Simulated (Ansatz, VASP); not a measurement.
**Bi (Bismuth): VASP beside Ansatz**

One calculation is typed for both programs; each brings its own data sets and cutoff. How far apart do they land?

Calculated with Ansatz 0.2.0; plane waves, with VASP 6.6.1 beside it; zone-centre phonons at r2SCAN.

### 1. Set-up

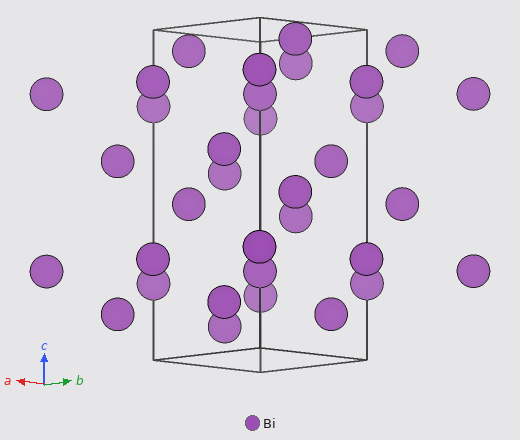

The cell as given, from a free direction (bismuth purple). 2×2×1 cells are drawn. This picture shows the conventional cell, with its axes. Some periodic images of atoms are drawn too.

### 2. VASP: zone-centre phonons, r2SCAN

Second derivatives magnify differences that forces hide, and they need a tight electronic threshold.

Lines of VASP's logs that name or quote its potential files are left out, and so is its time.

File INCAR:

```
SYSTEM = Bi
PREC = Accurate
ENCUT = 450
EDIFF = 1E-08
NELM = 100
ISMEAR = 1
SIGMA = 0.15
LREAL = .FALSE.
ALGO = Normal
METAGGA = R2SCAN
LASPH = .TRUE.
NBANDS = 21
LORBIT = 11
LWAVE = .FALSE.
LCHARG = .FALSE.
KPAR = 4
IBRION = 6
NFREE = 2
POTIM = 0.015
NSW = 1
ISIF = 2
```

File POSCAR:

```
Bi
1.0
    2.2661686461      1.3083730779      4.1311553395
   -2.2661686461      1.3083730779      4.1311553395
    0.0000000000     -2.6167461558      4.1311553395
Bi
2
Direct
    0.7683877402      0.7683877402      0.7683877402
    0.2316122598      0.2316122598      0.2316122598
```

File KPOINTS:

```
Automatic mesh
0
Gamma
12 12 12
0 0 0
```

PAW data sets: Bi_d (PBE family, release 64).

Command:

```console
$ mpirun -np 4 vasp_std
```

Numbers of over 12 decimals in the logs are rounded to 6 here.

The program printed:

```text
[banner, memory and clock lines left out]
running    4 mpi-ranks, on    1 nodes
 distrk:  each k-point on    1 cores,    4 groups
 distr:  one band on    1 cores,    1 groups

 POSCAR found type information on POSCAR Bi
 POSCAR found :  1 types and       2 ions
|                                                                             |
|               ----> ADVICE to this user running VASP <----                  |
|                                                                             |
|     You enforced a specific xc type in the INCAR file but a different       |
|     [... a line on the potential file left out ...]
|     I HOPE YOU KNOW WHAT YOU ARE DOING!                                     |
|                                                                             |

 LDA part: xc-table for (None), standard interpolation
 POSCAR, INCAR and KPOINTS ok, starting setup
 FFT: planning ... GRIDC
 FFT: planning ... GRID_SOFT
 FFT: planning ... GRID
 WAVECAR not read
 entering main loop
       N       E                     dE             d eps       ncg     rms          rms(c)
DAV:   1     0.184421526294E+03    0.18442E+03   -0.15527E+04  7964   0.158E+03
DAV:   2    -0.985400451339E+02   -0.28296E+03   -0.27679E+03  8043   0.426E+02
DAV:   3    -0.122951990416E+03   -0.24412E+02   -0.24126E+02  9443   0.146E+02
DAV:   4    -0.123856143207E+03   -0.90415E+00   -0.90366E+00 10095   0.309E+01
DAV:   5    -0.123888986504E+03   -0.32843E-01   -0.32842E-01 10917   0.524E+00    0.147E+00
DAV:   6    -0.116995977667E+03    0.68930E+01   -0.18275E+00  9088   0.213E+01    0.971E-01
DAV:   7    -0.116997170021E+03   -0.11924E-02   -0.20944E-02  9550   0.156E+00    0.658E-01
DAV:   8    -0.117005487708E+03   -0.83177E-02   -0.58821E-02  9539   0.256E+00    0.182E-01
DAV:   9    -0.117003834366E+03    0.16533E-02   -0.54683E-03  9567   0.948E-01    0.683E-02
DAV:  10    -0.117003696349E+03    0.13802E-03   -0.16234E-03 10363   0.537E-01    0.256E-02
DAV:  11    -0.117003692355E+03    0.39940E-05   -0.64858E-05  9466   0.878E-02    0.130E-02
DAV:  12    -0.117003691056E+03    0.12991E-05   -0.22386E-05 10166   0.489E-02    0.273E-03
DAV:  13    -0.117003691662E+03   -0.60595E-06   -0.21609E-06 10465   0.164E-02    0.742E-04
DAV:  14    -0.117003691882E+03   -0.21926E-06   -0.24445E-07 10148   0.525E-03    0.947E-04
DAV:  15    -0.117003691609E+03    0.27236E-06   -0.15655E-07 10204   0.526E-03    0.939E-05
DAV:  16    -0.117003691610E+03   -0.56798E-09   -0.37069E-09  5039   0.570E-04
   1 F= -.11700369E+03 E0= -.11700379E+03  d E =0.301134E-03
[...]
2 F= -.11700337E+03 E0= -.11700347E+03  d E =0.307878E-03
[...]
3 F= -.11700337E+03 E0= -.11700347E+03  d E =0.307879E-03
[...]
4 F= -.11700313E+03 E0= -.11700324E+03  d E =0.340637E-03
 Finite differences progress:
  Degree of freedom:   2/  2
  Displacement:        1/  2
  Total:               3/  4
 bond charge predicted
       N       E                     dE             d eps       ncg     rms          rms(c)
DAV:   1    -0.116975965565E+03    0.27161E-01   -0.64358E+00  8898   0.158E+01    0.138E-01
DAV:   2    -0.117002932596E+03   -0.26967E-01   -0.18056E-01 11152   0.402E+00    0.729E-02
DAV:   3    -0.117003099277E+03   -0.16668E-03   -0.17956E-03  9623   0.369E-01    0.493E-02
DAV:   4    -0.117003127094E+03   -0.27818E-04   -0.20929E-04 12269   0.162E-01    0.118E-02
DAV:   5    -0.117003129928E+03   -0.28336E-05   -0.76798E-06 10747   0.254E-02    0.440E-03
DAV:   6    -0.117003129267E+03    0.66079E-06   -0.19897E-06  9809   0.178E-02    0.101E-03
DAV:   7    -0.117003129410E+03   -0.14330E-06   -0.19928E-07  9942   0.590E-03    0.672E-04
DAV:   8    -0.117003129483E+03   -0.72728E-07   -0.60226E-08  9061   0.304E-03    0.165E-04
DAV:   9    -0.117003129481E+03    0.20450E-08   -0.36833E-09  4914   0.975E-04
   5 F= -.11700313E+03 E0= -.11700322E+03  d E =0.263088E-03
 Finite differences progress:
  Degree of freedom:   2/  2
  Displacement:        2/  2
  Total:               4/  4
```

OUTCAR, selected parts (step 2):

```text
ion  position               nearest neighbor table
   1  0.768  0.768  0.768-   2 3.07   2 3.07   2 3.07   2 3.63   2 3.63   2 3.63
   2  0.232  0.232  0.232-   1 3.07   1 3.07   1 3.07   1 3.63   1 3.63   1 3.63

  LATTYP: Found a trigonal (rhomboedric) cell.
 ALAT       =     4.8901743203
 COS(alpha) =     0.5704974296

 Subroutine GETGRP returns: Found 12 space group operations
 (whereof 12 operations were pure point group operations)

The static configuration has the point symmetry D_3d.

 Found    189 irreducible k-points:

   k-points           NKPTS =    189   k-points in BZ     NKDIM =    189   number of bands    NBANDS=     21

   dimension x,y,z NGX =    36 NGY =   36 NGZ =   36
   dimension x,y,z NGXF=    72 NGYF=   72 NGZF=   72

   ENCUT  =  450.0 eV  33.07 Ry    5.75 a.u.   8.46  8.46  8.46*2*pi/ulx,y,z

   NELECT =      30.0000    total number of electrons

 k-points in reciprocal lattice and weights: Automatic mesh
   0.00000000  0.00000000  0.00000000       0.001
   0.08333333 -0.00000000 -0.00000000       0.003
   0.16666667  0.00000000 -0.00000000       0.003
   0.25000000  0.00000000  0.00000000       0.003
   0.33333333 -0.00000000  0.00000000       0.003
   0.41666667  0.00000000  0.00000000       0.003
   0.50000000  0.00000000  0.00000000       0.002
   0.08333333  0.08333333 -0.00000000       0.003
   0.16666667  0.08333333  0.00000000       0.007
[...]
-0.41666667  0.50000000  0.41666667       0.003
   0.50000000  0.50000000  0.50000000       0.001

 average (electrostatic) potential at core
       1-111.5989       2-111.5989

 E-fermi :   5.8132

 k-point     1 :       0.0000    0.0000    0.0000
  band No.  band energies     occupation
    ...
     11      -7.6818      2.00000
     12      -2.0297      2.00000
     13       4.0226      2.00000
     14       4.6061      2.00000
     15       4.6061      2.00000
     16       8.1805     -0.00000
     17       8.7151     -0.00000
     18       8.7151     -0.00000
     19      11.8895      0.00000
     20      12.1959      0.00000
    ...

 k-point     2 :       0.0833   -0.0000   -0.0000
  band No.  band energies     occupation
    ...
     11      -7.6148      2.00000
     12      -2.1739      2.00000
     13       4.0693      2.00000
     14       4.5570      2.00000
     15       4.5858      2.00000
     16       8.1451     -0.00000
     17       8.4063     -0.00000
     18       8.5855     -0.00000
     19      11.6081      0.00000
     20      11.7584      0.00000
    ...

 k-point     3 :       0.1667    0.0000   -0.0000
  band No.  band energies     occupation
    ...
     11      -7.4157      2.00000
     12      -2.5774      2.00000
     13       4.1421      2.00000
     14       4.5107      2.00000
     15       4.5348      2.00000
     16       7.6295     -0.00000
     17       8.0747     -0.00000
     18       8.2478     -0.00000
     19      11.2839      0.00000
     20      11.7466      0.00000
    ...

  Total       -0.0612075     -0.0612075     -0.1139069      0.0000000     -0.0000000      0.0000000
  in kB       -1.3343464     -1.3343464     -2.4832126      0.0000000     -0.0000000      0.0000000
  external PRESSURE =      -1.7173018 kB  Pullay stress =       0.0000000 kB

  energy-cutoff  :      450.00
  volume of cell :       73.49
      direct lattice vectors                 reciprocal lattice vectors
     2.266168646  1.308373078  4.131155340     0.220636712  0.127384665  0.080687678
    -2.266168646  1.308373078  4.131155340    -0.220636712  0.127384665  0.080687678
     0.000000000 -2.616746156  4.131155340     0.000000000 -0.254769331  0.080687678

 POSITION                                       TOTAL-FORCE (eV/Angst)
 -----------------------------------------------------------------------------------
      0.00000      0.00000      9.50799         0.000000      0.000000      0.074270
      0.00000      0.00000      2.87048         0.000000     -0.000000     -0.074270
 -----------------------------------------------------------------------------------
    total drift:                               -0.000000      0.000000      0.000108

  FREE ENERGIE OF THE ION-ELECTRON SYSTEM (eV)
  ---------------------------------------------------
  free  energy   TOTEN  =      -117.0031294810 eV

  energy  without entropy=     -117.0033925685  energy(sigma->0) =     -117.00321718

 Eigenvectors and eigenvalues of the dynamical matrix
 ----------------------------------------------------

   1 f  =    3.428830 THz    21.543974 2PiTHz  114.373457 cm-1    14.180495 meV
             X         Y         Z           dx          dy          dz
      0.000000  0.000000  9.522987     0.000000   -0.000000   -0.707107
      0.000000  0.000000  2.870479     0.000000    0.000000    0.707107

   2 f  =    2.600413 THz    16.338877 2PiTHz   86.740440 cm-1    10.754439 meV
             X         Y         Z           dx          dy          dz
      0.000000  0.000000  9.522987     0.000000    0.707107   -0.000000
      0.000000  0.000000  2.870479     0.000000   -0.707107    0.000000

   3 f  =    2.600413 THz    16.338877 2PiTHz   86.740440 cm-1    10.754439 meV
             X         Y         Z           dx          dy          dz
      0.000000  0.000000  9.522987     0.707107   -0.000000    0.000000
      0.000000  0.000000  2.870479    -0.707107   -0.000000    0.000000

   4 f/i=    0.000000 THz     0.000000 2PiTHz    0.000001 cm-1     0.000000 meV
             X         Y         Z           dx          dy          dz
      0.000000  0.000000  9.522987     0.270598    0.653281   -0.000000
      0.000000  0.000000  2.870479     0.270598    0.653281    0.000000

   5 f/i=    0.000000 THz     0.000000 2PiTHz    0.000001 cm-1     0.000000 meV
             X         Y         Z           dx          dy          dz
      0.000000  0.000000  9.522987     0.000000   -0.000000   -0.707107
      0.000000  0.000000  2.870479     0.000000    0.000000   -0.707107

   6 f/i=    0.000000 THz     0.000000 2PiTHz    0.000001 cm-1     0.000000 meV
             X         Y         Z           dx          dy          dz
      0.000000  0.000000  9.522987    -0.653281    0.270598   -0.000000
      0.000000  0.000000  2.870479    -0.653281    0.270598    0.000000

 ELASTIC MODULI CONTR FROM IONIC RELAXATION (kBar)
 Direction    XX          YY          ZZ          XY          YZ          ZX
 --------------------------------------------------------------------------------
 XX        -159.0374     -0.8431   -140.3301      0.0000    160.7532     -0.0000
 YY          -0.8431   -159.0374   -140.3301     -0.0000   -160.7532      0.0000
 ZZ        -140.3301   -140.3301   -246.3406     -0.0000      0.0000      0.0000
 XY           0.0000     -0.0000     -0.0000    -79.0971     -0.0000    160.7531
 YZ         160.7532   -160.7532      0.0000     -0.0000   -326.7071      0.0000
 ZX          -0.0000      0.0000      0.0000    160.7531      0.0000   -326.7065
 --------------------------------------------------------------------------------

 total charge
# of ion       s       p       d       tot
------------------------------------------
    1        1.491   1.373   9.897  12.761
    2        1.491   1.373   9.897  12.761
--------------------------------------------------
tot          2.982   2.747  19.794  25.523

[... 3 further parts left out ...]
```

### 3. Ansatz: zone-centre phonons, r2SCAN

Ansatz runs on its default PAW (the set named soft_2) files.

The same cell, functional, mesh and smearing now go to Ansatz, which takes its cutoff from its data sets.

File input.yaml:

```yaml
crystal:
  lattice:
    - [2.2661686461, 1.3083730779, 4.1311553395]
    - [-2.2661686461, 1.3083730779, 4.1311553395]
    - [0.0, -2.6167461558, 4.1311553395]
  atoms:
    - { symbol: Bi, position: [0.7683877402, 0.7683877402, 0.7683877402] }
    - { symbol: Bi, position: [0.2316122598, 0.2316122598, 0.2316122598] }
hamiltonian:
  xc: r2scan
  pseudopotentials: { kind: paw }
kpoints:
  mp_grid: { grid: [12, 12, 12] }
scf:
  occupations: { method: methfessel_paxton, width: 0.15 }
phonons:
  method: dfpt
  qpoints: [[0, 0, 0]]
```

Command:

```console
$ ansatz run input.yaml --threads 4 --pin off --max-ram 9216MiB --backend cpu --events-out ev --progress --plain --runs-dir out
```

The program printed:

```text
Engine: ansatz 0.2.0, x86_64-unknown-linux-gnu
Pseudopotentials: kind: paw
Pseudopotential: Bi, paw, valence charge 15, recommended cutoff 500 eV (meta_gga), Bi.paw.azcp
Functional definition: r2SCAN
  parameter k0 = 0.174
  parameter k1 = 0.065
  parameter a1 = 4.9479
  exchange = r2scan_x(k0 = k0, k1 = k1, a1 = a1)
  correlation = r2scan_c
Crystal: 2 atoms, lattice volume = 73.493 Å³
Basis set: ecut = 500 eV, 1857 PW (Γ), exchange–correlation on 180×180×180 points (125 copies of the dense FFT grid, shifted against one another)
Bands: 19, of which v1, the nominal top of the filled ones, is band 15 counted from 1 (14 counted from 0)
Symmetry: 12 space group operations
k-points: 476 of 1728 (irreducible under 2 space group operations, time reversal used)
Non-local potential: Bi, projectors of the file, l = 0: 2, l = 1: 2, l = 2: 2, l = 3: 2
PAW form: soft (Blöchl's): semilocal exchange-correlation on the pseudo side does not see the compensation charge
PAW frozen core: Bi, regenerated for the run's functional (the file was generated under x = pbe(κ = 0.804, μ = 0.219515), c = pbe(β = 0.066725))
PAW one-centre angular grid: Bi, 590 points (default); XC on 160 Gauss nodes
Initial density: superposition of atomic densities (neutral atoms: chi_scale 0, normalization atom), corrected by the library's trained network
Initial wavefunctions: pseudopotential atomic-orbital guess
Functional: x = r2scan, c = r2scan; τ floored in thin density (d = 2e-4 eV/Å³)
SCF iter   1: F=—  HF=-24822.105117 eV  |F-HF|=—  |Δ(HF+E_count)|=         —  Δρ=3.47e-3  dr2=6.17e-3  dr2_τ=1.94e-3  ethr=1.77e-3  ⟨swp⟩=6.1  Hψ=42511  notcnv=0
preconditioner: auto → Kerker (q_TF=auto, 2.350 Å⁻¹)  [metal: Δε(μ)=0.026 eV  Ē_g=21.079 eV  σ=0.150 eV  W_gap=0.15  n_scr=14 (ndim 8)  ℏωp=23.7 eV  f_vac=0.007  D(μ)=0.23/eV (n_scr^D=0)]
SCF iter   2: F=—  HF=-24822.112346 eV  |F-HF|=—  |Δ(HF+E_count)|=   7.23e-3  S|Δr|=    0.00e0  Δρ=2.14e-3  dr2=2.28e-3  dr2_τ=8.58e-5  ethr=2.06e-5  ⟨swp⟩=2.9  Hψ=21656  notcnv=0
SCF iter   3: F=—  HF=-24822.113702 eV  |F-HF|=—  |Δ(HF+E_count)|=   1.36e-3  S|Δr|=    0.00e0  Δρ=4.40e-4  dr2=1.67e-4  dr2_τ=3.81e-6  ethr=7.61e-6  ⟨swp⟩=2.0  Hψ=14647  notcnv=0
SCF iter   4: F=—  HF=-24822.113794 eV  |F-HF|=—  |Δ(HF+E_count)|=   9.18e-5  S|Δr|=    0.00e0  Δρ=1.40e-4  dr2=2.63e-5  dr2_τ=3.52e-7  ethr=5.55e-7  ⟨swp⟩=2.0  Hψ=11428  notcnv=0
SCF iter   5: F=—  HF=-24822.113802 eV  |F-HF|=—  |Δ(HF+E_count)|=   8.25e-6  S|Δr|=    0.00e0  Δρ=3.39e-5  dr2=2.30e-6  dr2_τ=2.42e-8  ethr=8.76e-8  ⟨swp⟩=2.0  Hψ=11428  notcnv=0
SCF iter   6: F=—  HF=-24822.113807 eV  |F-HF|=—  |Δ(HF+E_count)|=   5.33e-6  S|Δr|=    0.00e0  Δρ=1.22e-5  dr2=1.42e-7  dr2_τ=5.71e-9  ethr=7.66e-9  ⟨swp⟩=2.0  Hψ=11428  notcnv=0
SCF iter   7: F=—  HF=-24822.113807 eV  |F-HF|=—  |Δ(HF+E_count)|=   5.45e-8  S|Δr|=    0.00e0  Δρ=3.67e-6  dr2=1.92e-8  dr2_τ=1.17e-10  ethr=4.72e-10  ⟨swp⟩=2.0  Hψ=11430  notcnv=0
SCF iter   8: F=—  HF=-24822.113807 eV  |F-HF|=—  |Δ(HF+E_count)|=   4.95e-9  S|Δr|=    0.00e0  Δρ=1.32e-6  dr2=2.88e-9  dr2_τ=1.75e-11  ethr=6.39e-11  ⟨swp⟩=2.0  Hψ=14776  notcnv=0
SCF iter   9: F=—  HF=-24822.113807 eV  |F-HF|=—  |Δ(HF+E_count)|=  5.09e-11  S|Δr|=    0.00e0  Δρ=3.75e-7  dr2=2.05e-10  dr2_τ=3.48e-12  ethr=9.60e-12  ⟨swp⟩=3.0  Hψ=16291  notcnv=0
SCF iter  10: F=—  HF=-24822.113807 eV  |F-HF|=—  |Δ(HF+E_count)|=  9.09e-11  S|Δr|=    0.00e0  Δρ=1.48e-7  dr2=1.90e-11  dr2_τ=2.38e-13  ethr=1.00e-12  ⟨swp⟩=2.0  Hψ=9902  notcnv=0
SCF iter  11: F=-24822.113807 eV  HF=-24822.113807 eV  |F-HF|=3.64e-12  |Δ(HF+E_count)|=  2.91e-11  S|Δr|=    0.00e0  Δρ=3.56e-8  dr2=7.16e-13  dr2_τ=4.85e-14  ethr=1.00e-12  ⟨swp⟩=6.0  Hψ=41678  notcnv=0
SCF 1 converged in 11 iterations: F = -24822.113807 eV  dr2 = 7.16e-13
  greatest PAW one-centre occupation: 0.986 electrons in one spin orbital (limit 2), on the Bi atom at site 1 (counted from 0), in its partial waves of l = 2
DFPT response loops at Γ: preconditioner auto → Kerker (q_TF=auto, 2.350 Å⁻¹) (partly filled bands, converged f_vac=0.008); β = 1.00, the filter's whole step (`scf.mixing.beta` (0.50) is not read by the response loops under this deck's `scf.mixing.preconditioner`; to damp them name `kerker` or `kerker_dos`, under which they read `scf.mixing.beta`, and type it under 1.00, their step now; both keys bind the ground state too); Broyden in place of MSR1
SCF converged after 11 iterations
Stability not checked: this state was not tested for a lower state beside it, because cold or Methfessel-Paxton smearing, or corrected tetrahedra, fill the levels in a way that the test cannot read (fill_not_monotonic; see scf.lower_state_search)
Free energy (F): -24822.113807 eV
Harris-Foulkes:  -24822.113807 eV  (|F-HF|=3.64e-12)
Internal energy: -24822.114095 eV  (E = F + TS)
E sigma→0 (E₀):  -24822.113879 eV
Entropy (-TS):   0.000288 eV (0.144 meV/atom)
Fermi energy:    9.059379 eV
--- Per-component energies (eV) ---
  E_band       = -255.282591
  E_kinetic    = 602.180109
  E_local      = -3194.534706  (includes V_loc(G=0)·N_el)
  E_nonlocal   = 1121.551940
  E_hartree    = 1048.777350
  E_xc         = -280.542651
  E_vxc        = -311.496474  (∫ρ·V_xc dr)
  E_paw        = -21377.910264  (= ΣΔE_a)
  E_vpaw       = -592.252209  (= ΣTr[D̂ρ^β])
  E_aug_tail   = -0.000545  (compensation charges beyond the density's cutoff)
  E_vtau       = 21.714606  (kinetic-family band-sum trace: ∫τ·v_τ [+ j·A + Jᵃ·Aᵃ] dr)
  E_ewald      = -2743.386423
  E_core_change = 1.751094  (= ΣΔE_core)
  E_smearing   = 0.000288  (= −TS)
  E_closure    = -0.000000  (closes the sum)
  Σ components = -24822.113807   (vs F -24822.113807, Δ=0.00e0)
--- Band table (eV; the first three rows and the last of 476) ---
  k-point 0: bands = [... 11 lower, 1.2598, 7.2891, 7.8357, 7.8357, 11.3739, 11.9520, 11.9520, 15.1631]
  k-point 1: bands = [... 11 lower, 1.1139, 7.3345, 7.7860, 7.8138, 11.3487, 11.6469, 11.8282, 14.8431]
  k-point 2: bands = [... 11 lower, 0.7064, 7.3947, 7.7480, 7.7582, 10.8662, 11.3126, 11.5032, 14.5086]
  k-point 475: bands = [... 11 lower, -1.0008, 8.3042, 8.3660, 8.3660, 10.0257, 10.0257, 10.0421, 16.1242]
--- Phonons (Γ-DFPT): 2 representative perturbations + reference, on 476 of 1728 k-points (Σ response iterations 16) ---
  k mesh reduced under 2 symmetry operations, with k and −k counted as one. Each operation leaves every solved perturbation unchanged. A smaller set is not considered because the functional reads the kinetic-energy density
  ASR residual: 3.745e-4 → 0.000e0 eV/Å²; symmetrization residual: 9.320e-5 eV/Å²
  ASR residual per site (eV/Å²): 3.75e-4 3.75e-4
  Γ frequencies (cm⁻¹): 0.00 0.00 0.00 86.55 86.55 114.15
  non-analytic LO–TO correction: not included (Born effective charges unavailable; polar crystals: no LO–TO splitting at Γ)
--- Phonons (arbitrary-q DFPT): 1 explicit q-point ---
  q = [0, 0, 0] (of the zone-centre solve; hermiticity 1.86e-5, symmetrization 9.33e-6): -0.00 -0.00 0.00 86.55 86.55 114.15
  sum rule: each row above includes the acoustic sum rule's correction from the zone centre's row sums; it moved no ω² by more than (0.70 cm⁻¹)²
```

The job ended after 1.7 min (4 threads of Intel Xeon 6975P-C (Granite Rapids), shared host; peak memory 3.8 GiB; 6.7 min of CPU time).

In the SCF lines HF is the Harris–Foulkes energy and dr2 the Hartree energy of the density residual, in eV; the loop may stop once dr2 is under the threshold and the program's other checks hold. Hψ counts applications of the Hamiltonian.

### 4. Comparison

Known differences besides the PAW data sets themselves: VASP keeps PBE cores, Ansatz makes them for the functional; the cutoff is 500 eV in Ansatz and 450 eV in VASP; VASP uses finite displacements, Ansatz perturbation theory. Total energies have different zeros and are not compared.

The two programs side by side:

| quantity | Ansatz | VASP | difference |
| --- | --- | --- | --- |
| mode 4 to 5 (cm⁻¹) | 86.5 | 86.7 | -0.22 % |
| mode 6 (cm⁻¹) | 114.2 | 114.4 | -0.20 % |

### 5. Outcome

| Item | Value |
| --- | --- |
| difference in mode 4 to 5 (zone-centre phonons, r2SCAN) | -0.22 % |

In words: The difference in mode 4 to 5 is -0.22 % (zone-centre phonons, r2SCAN), within the 3 % picked in this series as the mark of a large difference. Differences of this kind measure data sets and numerical settings, not the functional's error against experiment.

[Lines on the potential files, build, host, timing and source positions are cut from VASP's logs without a mark.]

[Logs are printed without paths, hosts, clocks, repeated set-up lines and the standing remarks that a program may print on its own settings, such as how far it seeks lower states.]

[Hosts, paths, dates, database ids (printed as entryN), source tags and the programs' standing remarks are cut or masked in the printed files.]
